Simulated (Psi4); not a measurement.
# C2H5N (ethanimine) at BHLYP/6-311+G(d,p)

What is the vertical ionisation energy of C2H5N (ethanimine) at BHLYP/6-311+G**? 

The calculation is run with Psi4 1.11.

1 further run of the same task is left out (set aside as unsound or not needed).

## Step 1: The molecule

The species is C2H5N (8 atoms), meant as a singlet with charge 0. SMILES: `[H]/N=C\C`. The shape is that of a PBE0-D4/def2-TZVP optimisation.

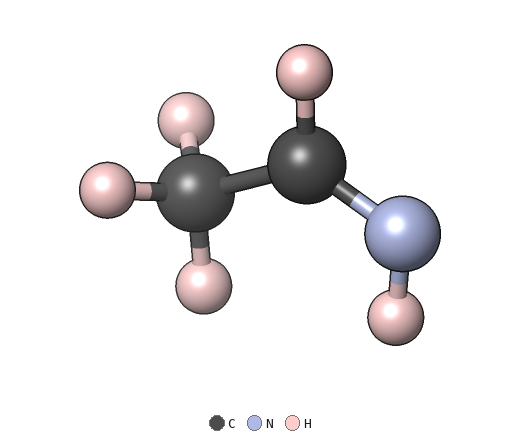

The structure, seen from a chosen angle (carbon dark grey, nitrogen light blue, hydrogen pink).

## Step 2: Energy and gradient at BHLYP/6-311+G(d,p)

c2h5n.xyz

```xyz
8
C2H5N
C     -0.471200     0.591900    -0.316000
C      0.663100    -0.171000     0.284300
N      0.697800    -1.395000     0.593600
H     -0.168400     1.032800    -1.270700
H     -1.342300    -0.045400    -0.480200
H     -0.756700     1.422800     0.336400
H      1.571900     0.409700     0.476500
H     -0.194200    -1.845700     0.376100
```

run.py

```python
import numpy as np
from ase.calculators.psi4 import Psi4
from ase.io import read

atoms = read('c2h5n.xyz')
calc = Psi4(atoms=atoms, method='bhhlyp', basis='6-311+G**', memory='1600MB', num_threads=1, charge=0, multiplicity=1, label='calc')
calc.psi4.set_options({'puream': True, 'e_convergence': 1e-09, 'd_convergence': 1e-08, 'scf_type': 'pk', 'dft_radial_points': 99, 'dft_spherical_points': 590})
atoms.calc = calc

forces = atoms.get_forces()
print(f'energy: {atoms.get_potential_energy():.6f} eV')
print('forces / eV A^-1')
print(np.round(forces, 5))
```

Launch:

```console
$ python run.py
```

calc.dat:

```text
[...]
  Running in c1 symmetry.
[...]
  Nuclear repulsion =   71.159683989324563
[...]
  Multiplicity = 1
[...]
  Nalpha       = 12
  Nbeta        = 12
[...]
    Number of basis functions: 96
[...]
   @RKS iter   1:  -133.66345121853055   -4.43313e-01   7.32087e-03 DIIS/ADIIS
[...]
   @RKS iter  11:  -133.90426008427082   -5.59908e-12   3.91809e-09 DIIS
[...]
    Orbital Energies [Eh]
    ---------------------
    Doubly Occupied:
       1A    -14.785549     2A    -10.635363     3A    -10.594035
       4A     -1.035796     5A     -0.848618     6A     -0.682972
       7A     -0.544053     8A     -0.528497     9A     -0.504497
      10A     -0.455005    11A     -0.369485    12A     -0.333871
[...]
  @RKS Final Energy:  -133.90426008427082
   => Energetics <=
    Nuclear Repulsion Energy =             71.1596839893245630
    One-Electron Energy =                -320.1759480271341545
    Two-Electron Energy =                 125.2787830135950315
    DFT Exchange-Correlation Energy =     -10.1667790600562551
    Empirical Dispersion Energy =           0.0000000000000000
    VV10 Nonlocal Energy =                  0.0000000000000000
    Total Energy =                       -133.9042600842708168
[...]
 Multipole Moments:
 ------------------------------------------------------------------------------------
     Multipole            Electronic (a.u.)      Nuclear  (a.u.)        Total (a.u.)
 ------------------------------------------------------------------------------------
 L = 1.  Multiply by 2.5417464519 to convert [e a0] to [Debye]
 Dipole X            :          1.3816058           -2.0525805           -0.6709747
 Dipole Y            :         -1.6403090            2.3867711            0.7464621
 Dipole Z            :          0.9034700           -1.3301061           -0.4266361
 Magnitude           :                                                    1.0906104
[...]
  -Total Gradient:
     Atom            X                  Y                   Z
    ------   -----------------  -----------------  -----------------
       1        0.004052095260    -0.003245831643     0.002271751260
       2       -0.006295286527     0.004941693249    -0.003515059666
       3        0.007060543738    -0.005464706788     0.003912348004
       4        0.001191023719     0.002258213268    -0.003833415594
       5       -0.003363999200    -0.002759939626    -0.000557806645
       6       -0.001097574365     0.003774289604     0.002404037399
       7        0.004860568194     0.003341042803     0.000975721935
       8       -0.006408196094    -0.002844063841    -0.001658048417
[...]
```

Standard output:

```text
energy: -3643.720511 eV
forces / eV A^-1
[[-0.20837  0.16691 -0.11682]
 [ 0.32372 -0.25411  0.18075]
 [-0.36307  0.28101 -0.20118]
 [-0.06124 -0.11612  0.19712]
 [ 0.17298  0.14192  0.02868]
 [ 0.05644 -0.19408 -0.12362]
 [-0.24994 -0.1718  -0.05017]
 [ 0.32952  0.14625  0.08526]]
```

Run time: 26 s. Hardware: 1 thread of AMD EPYC 7R43 (Zen 3), shared host; peak memory 0.78 GiB.

## Step 3: The doublet cation: the energy at UBHLYP/6-311+G(d,p)

job.py

```python
import psi4

psi4.set_memory('1600 MB')
psi4.set_num_threads(1)
psi4.set_output_file('c2h5n.out', False)

molecule = psi4.geometry("""
1 2
C     -0.471200     0.591900    -0.316000
C      0.663100    -0.171000     0.284300
N      0.697800    -1.395000     0.593600
H     -0.168400     1.032800    -1.270700
H     -1.342300    -0.045400    -0.480200
H     -0.756700     1.422800     0.336400
H      1.571900     0.409700     0.476500
H     -0.194200    -1.845700     0.376100
symmetry c1
""")

options = {'basis': '6-311+G**', 'reference': 'uks', 'puream': True, 'e_convergence': 1e-09, 'd_convergence': 1e-08, 'scf_type': 'pk', 'dft_radial_points': 99, 'dft_spherical_points': 590, 'maxiter': 100}
psi4.set_options(options)

result, w = psi4.energy("bhhlyp", return_wfn=True)
psi4.oeprop(w, "WIBERG_LOWDIN_INDICES", "DIPOLE", "MAYER_INDICES")
print('E =', round(result, 9))
```

Launch:

```console
$ python job.py
```

c2h5n.out:

```text
[...]
  Running in c1 symmetry.
[...]
  Nuclear repulsion =   71.159683989324563
[...]
  Multiplicity = 2
[...]
  Nalpha       = 12
  Nbeta        = 11
[...]
    Number of basis functions: 96
[...]
   @UKS iter   1:  -133.42198159958244   -2.01844e-01   4.87331e-03 DIIS/ADIIS
[...]
   @UKS iter  17:  -133.53613637014269   -9.66338e-13   3.41001e-09 DIIS
[...]
   @S^2 Observed:                7.667681249E-01
[...]
    Orbital Energies [Eh]
    ---------------------
    Alpha Occupied:
       1A    -15.173603     2A    -10.942213     3A    -10.834861
       4A     -1.381025     5A     -1.110450     6A     -0.985025
       7A     -0.849615     8A     -0.836352     9A     -0.752749
      10A     -0.705186    11A     -0.688135    12A     -0.681091
    Alpha Virtual:
      13A     -0.243636    14A     -0.149451    15A     -0.125191
      16A     -0.103555    17A     -0.089708    18A     -0.071017
      19A     -0.055407    20A     -0.048816    21A     -0.040865
      22A     -0.030598    23A     -0.017494    24A      0.004593
      25A      0.019258    26A      0.044531    27A      0.052030
[...]
  @UKS Final Energy:  -133.53613637014269
   => Energetics <=
    Nuclear Repulsion Energy =             71.1596839893245630
    One-Electron Energy =                -313.2625988555221284
    Two-Electron Energy =                 118.5536323216287968
    DFT Exchange-Correlation Energy =      -9.9868538255738919
    Empirical Dispersion Energy =           0.0000000000000000
    VV10 Nonlocal Energy =                  0.0000000000000000
    Total Energy =                       -133.5361363701426853
[...]
 Multipole Moments:
 ------------------------------------------------------------------------------------
     Multipole            Electronic (a.u.)      Nuclear  (a.u.)        Total (a.u.)
 ------------------------------------------------------------------------------------
 L = 1.  Multiply by 2.5417464519 to convert [e a0] to [Debye]
 Dipole X            :          1.9006189           -2.0525805           -0.1519616
 Dipole Y            :         -2.3531881            2.3867711            0.0335830
 Dipole Z            :          1.2662757           -1.3301061           -0.0638303
 Magnitude           :                                                    0.1682095
[...]
```

The script printed:

```text
E = -133.53613637
```

Run time: 53 s. Hardware: 1 thread of AMD EPYC 7R43 (Zen 3), shared host; peak memory 0.77 GiB.

## Step 4: Summary of results

Level: BHLYP/6-311+G**.

| quantity | value |
| --- | --- |
| singlet C2H5N: total energy | -133.90426 Eh |
| singlet C2H5N: dipole moment | 2.77 D |
| singlet C2H5N: HOMO energy | -9.09 eV |
| singlet C2H5N: LUMO energy | 0.70 eV |
| singlet C2H5N: HOMO–LUMO gap | 9.79 eV |
| singlet C2H5N: largest force on an atom | 0.501 eV/Å |
| doublet cation: total energy | -133.53614 Eh |
| doublet cation: HOMO energy (highest over α and β) | -17.93 eV |
| doublet cation: LUMO energy (lowest over α and β) | -11.01 eV |
| doublet cation: ⟨S²⟩ | 0.767 |
| vertical ionisation energy (to the doublet cation) | 10.017 eV |

**Reading.** Removing an electron at fixed nuclei costs 10.02 eV (231 kcal/mol). The largest force (singlet C2H5N) is 0.50 eV/Å: the shape isn't a stationary point for this species at this level. −ε(HOMO) before ionisation, 9.09 eV, is 0.93 eV below this ionisation energy.
